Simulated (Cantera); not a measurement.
A closed system holds: 1 mol Pb, 18 mol CO, 8.8 mol H2, at 0.130 bar.

Cantera equilibrium calculation (NASA polynomials, part measured and part estimated; ideal gas, pure solids and liquids). Candidate condensed phases: C, C6H6, C7H8, C8H18, H2O, Pb, PbO, PbO2, Pb3O4; 113 gas species. Equilibrium is a limit: real reactors are often held back by kinetics, nucleation or transport.

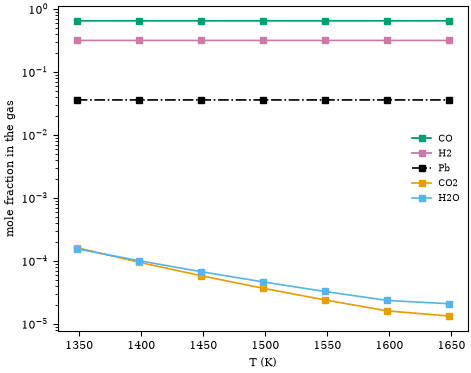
*Equilibrium gas composition (values under 1e-9 drawn at 1e-9)*

From 1348 K to 1448 K the condensed part is C(graphite). From 1498 K to 1648 K nothing is condensed. The main Pb-bearing gas is Pb throughout.
